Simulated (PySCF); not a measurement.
# TeH₆: one geometry, several methods

Aim: at the PBE0 minimum of singlet TeH₆, found before, compare methods on energies and levels.

Program: PySCF 2.14.0. Level of theory: several methods, basis Te def2-TZVP with ECP28, H def2-TZVP, scalar-relativistic core potentials, no spin–orbit coupling, density fitting. These are calculated values, not measurements.

### 1 Where the work starts

7 atoms, charge 0, spin multiplicity 1.

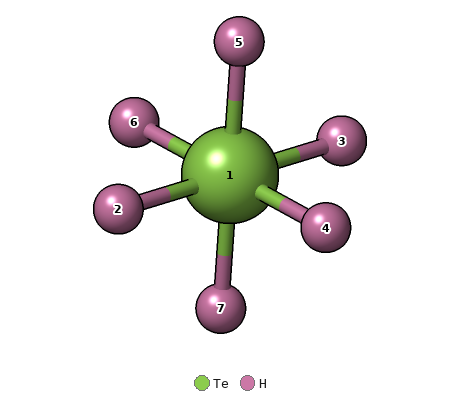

The starting geometry (tellurium green, hydrogen pink); atoms are numbered from 1 in the order of the file.

Coordinates in bohr (charge 0 multiplicity 1):
```
Te    0.0000    0.0000    0.0000
H     0.0000    0.0000    3.2755
H     0.0000    0.0000   -3.2755
H     3.2755    0.0000    0.0000
H     0.0000    3.2755    0.0000
H    -3.2755    0.0000    0.0000
H     0.0000   -3.2755    0.0000
```

### 2 PBE0

The steps are one call of a driver around PySCF; scf.py gives each level's set-up. Each SCF starts from the density of the minimum. The driver also runs the species with one electron less or more at the same geometry (cation multiplicity 2, anion multiplicity 2); their logs are not shown.

Input file scf.py:

```python
from pyscf import gto, scf, dft
mol = gto.M(atom='''
Te    -0.000000    -0.000000     0.000000
H     -0.000000     0.000000     1.733306
H      0.000000    -0.000000    -1.733306
H      1.733306    -0.000000     0.000000
H      0.000000     1.733306    -0.000000
H     -1.733306     0.000000    -0.000000
H     -0.000000    -1.733306     0.000000''',
    basis={'Te': 'def2-TZVP', 'H': 'def2-TZVP'},
    ecp={'Te': 'def2-TZVP'},
    charge=0, spin=0)
mf = dft.RKS(mol, xc='PBE0')
mf.grids.atom_grid = (75, 302)
aux = {'Te': 'def2-universal-JKFIT', 'H': 'def2-universal-JKFIT'}
mf = mf.density_fit(auxbasis=aux)
mf.kernel()
```

Output:

```text
init E= -271.40230106053
  HOMO = -0.262499371272563  LUMO = -0.0593149888779037  gap/eV = 5.52893
cycle= 1 E= -271.40230106053  delta_E= 4.55e-13  |g|= 3.46e-08  |ddm|= 1.91e-07
  HOMO = -0.262499361941438  LUMO = -0.0593149804365085  gap/eV = 5.52893
Extra cycle  E= -271.402301060531  delta_E= -9.66e-13  |g|= 2.95e-08  |ddm|= 1.08e-07
converged SCF energy = -271.402301060531
```

This level, with the species of one electron less or more, needed 4.7 s of wall time on 2 threads, shared host.

| Quantity | Value |
| --- | --- |
| energy | -271.402301 Eh |
| one electron less (charge +1) | -271.061858 Eh (doublet, ⟨S²⟩ 0.81) |
| one electron more (charge -1) | -271.397638 Eh (doublet, ⟨S²⟩ 0.75) |
| Mulliken charge of Te1 | +0.23 e |

### 3 HF

Edit scf.py of step 2 so:

```diff
@@ -13,2 +13 @@
-mf = dft.RKS(mol, xc='PBE0')
-mf.grids.atom_grid = (75, 302)
+mf = scf.RHF(mol)
```

Output:

```text
init E= -270.221024718004
  HOMO = -0.349479224874707  LUMO = 0.0549731700054998  gap/eV = 11.00571
cycle= 1 E= -270.236999842918  delta_E= -0.016  |g|= 0.0544  |ddm|= 0.54
  HOMO = -0.362084617263997  LUMO = 0.0508146098712974  gap/eV = 11.23556
cycle= 2 E= -270.238100072664  delta_E= -0.0011  |g|= 0.0158  |ddm|= 0.11
  HOMO = -0.360628973171224  LUMO = 0.0539986005377946  gap/eV = 11.28259
cycle= 3 E= -270.238204243472  delta_E= -0.000104  |g|= 0.00647  |ddm|= 0.0483
  HOMO = -0.361325804208355  LUMO = 0.0537448757244121  gap/eV = 11.29465
cycle= 4 E= -270.238212393227  delta_E= -8.15e-06  |g|= 0.000467  |ddm|= 0.00685
  HOMO = -0.361399129886413  LUMO = 0.0537421148919428  gap/eV = 11.29657
cycle= 5 E= -270.238212511925  delta_E= -1.19e-07  |g|= 5.19e-05  |ddm|= 0.00124
  HOMO = -0.361379519390241  LUMO = 0.0537601199508595  gap/eV = 11.29652
cycle= 6 E= -270.238212513121  delta_E= -1.2e-09  |g|= 4.23e-06  |ddm|= 0.000151
  HOMO = -0.361380091157524  LUMO = 0.0537597053735537  gap/eV = 11.29653
Extra cycle  E= -270.238212513129  delta_E= -7.96e-12  |g|= 1.15e-06  |ddm|= 1.7e-05
converged SCF energy = -270.238212513129
```

This level, with the species of one electron less or more, took 1.3 s.

* energy: -270.238213 Eh
* one electron less (charge +1): -269.916434 Eh (doublet, ⟨S²⟩ 0.99)
* one electron more (charge -1): -270.196932 Eh (doublet, ⟨S²⟩ 0.76)
* Mulliken charge of Te1: +0.57 e

### 4 MP2

Edit scf.py of step 3 so:

```diff
@@ -16,0 +17,2 @@
+from pyscf.mp import dfmp2
+dfmp2.DFMP2(mf, frozen=4).kernel()  # the driver gives MP2 a fitting basis of its own (RI)
```

The SCF cycles repeat those of step 3.

This level, with the species of one electron less or more, took 1.9 s.

```
energy                                                              : -270.754699 Eh
one electron less (charge +1)                                       : -270.414973 Eh (doublet, ⟨S²⟩ 0.99)
one electron more (charge -1)                                       : -270.744476 Eh (doublet, ⟨S²⟩ 0.76)
MP2 correlation in its own fitting basis (same spin, opposite spin) : -0.51649 Eh (-0.15590, -0.36058)
```

### 5 PBE

Edit scf.py of step 4 so:

```diff
@@ -13 +13,2 @@
-mf = scf.RHF(mol)
+mf = dft.RKS(mol, xc='PBE')
+mf.grids.atom_grid = (75, 302)
@@ -17,2 +17,0 @@
-from pyscf.mp import dfmp2
-dfmp2.DFMP2(mf, frozen=4).kernel()  # the driver gives MP2 a fitting basis of its own (RI)
```

Output:

```text
init E= -271.378204430053
  HOMO = -0.222455858021717  LUMO = -0.0900917736862743  gap/eV = 3.60181
cycle= 1 E= -271.380365315285  delta_E= -0.00216  |g|= 0.0123  |ddm|= 0.294
  HOMO = -0.222811755484665  LUMO = -0.0900976109396314  gap/eV = 3.61134
cycle= 2 E= -271.380375792447  delta_E= -1.05e-05  |g|= 0.00696  |ddm|= 0.0283
  HOMO = -0.223426921898194  LUMO = -0.0907946384495339  gap/eV = 3.60911
cycle= 3 E= -271.380389852067  delta_E= -1.41e-05  |g|= 0.00437  |ddm|= 0.0178
  HOMO = -0.22319554825994  LUMO = -0.0905508582986885  gap/eV = 3.60945
cycle= 4 E= -271.380393793503  delta_E= -3.94e-06  |g|= 0.000188  |ddm|= 0.0059
  HOMO = -0.223155540744285  LUMO = -0.0905203217561343  gap/eV = 3.60919
cycle= 5 E= -271.380393806031  delta_E= -1.25e-08  |g|= 1.42e-05  |ddm|= 0.000374
  HOMO = -0.223162453269326  LUMO = -0.0905252093297229  gap/eV = 3.60924
cycle= 6 E= -271.380393806117  delta_E= -8.57e-11  |g|= 1.07e-06  |ddm|= 3.27e-05
  HOMO = -0.223162079734745  LUMO = -0.0905249429729311  gap/eV = 3.60924
Extra cycle  E= -271.380393806121  delta_E= -4.77e-12  |g|= 5.92e-07  |ddm|= 2.48e-06
converged SCF energy = -271.380393806121
```

This level, with the species of one electron less or more, took 50 s.

```
energy                        : -271.380394 Eh
one electron less (charge +1) : -271.044938 Eh (doublet, ⟨S²⟩ 0.76)
one electron more (charge -1) : -271.380163 Eh (doublet, ⟨S²⟩ 0.75)
Mulliken charge of Te1        : +0.20 e
```

### 6 The ladder

| level | atomisation energy (kJ/mol) | vertical ionisation energy (eV) | vertical electron affinity (eV) | −ε(HOMO) (eV) | gap (eV) | wall time |
| --- | --- | --- | --- | --- | --- | --- |
| PBE0 | 1054 | 9.26 | -0.13 | 7.14 | 5.53 | 4.7 s |
| HF | 614 | 8.76 | -1.12 | 9.83 | 11.30 | 1.3 s |
| MP2 | 893 | 9.24 | -0.28 | – | – | 1.9 s |
| PBE | 1075 | 9.13 | -0.01 | 6.07 | 3.61 | 50 s |

Times are for 2 threads, shared host; PBE0 starts from its own converged density, so its time is not comparable. A dash stands where a species or a free atom was not run at that level, or the quantity is not defined.

Atomisation goes to high-spin atoms in their ground configurations, run at the same level, without zero-point energy.

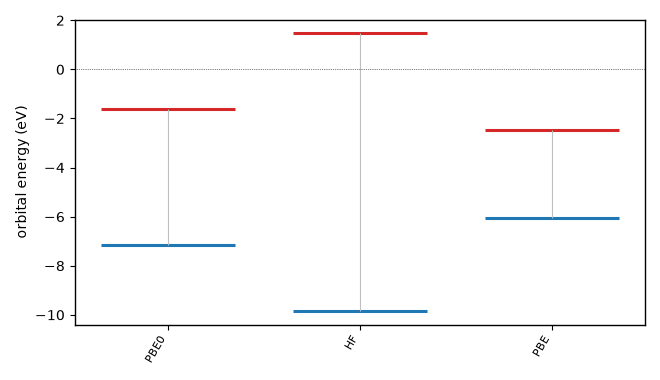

Highest occupied (blue) and lowest empty (red) levels by method.

### 7 Outcome

```
                         quantity                          value
        atomisation energy, range  614 (HF) to 1075 (PBE) kJ/mol
vertical ionisation energy, range    8.76 (HF) to 9.26 (PBE0) eV
       vertical electron affinity         negative in this basis
                       gap, range    3.61 (PBE) to 11.30 (HF) eV
```

What this shows: The atomisation energy spreads over 461 kJ/mol, from HF to PBE; without a CCSD(T) value for it there is no yardstick here. A negative electron affinity reflects the basis more than the molecule, so no ranking is made on it; without diffuse functions even a bound anion can come out this way.  Spin–orbit coupling is left out.
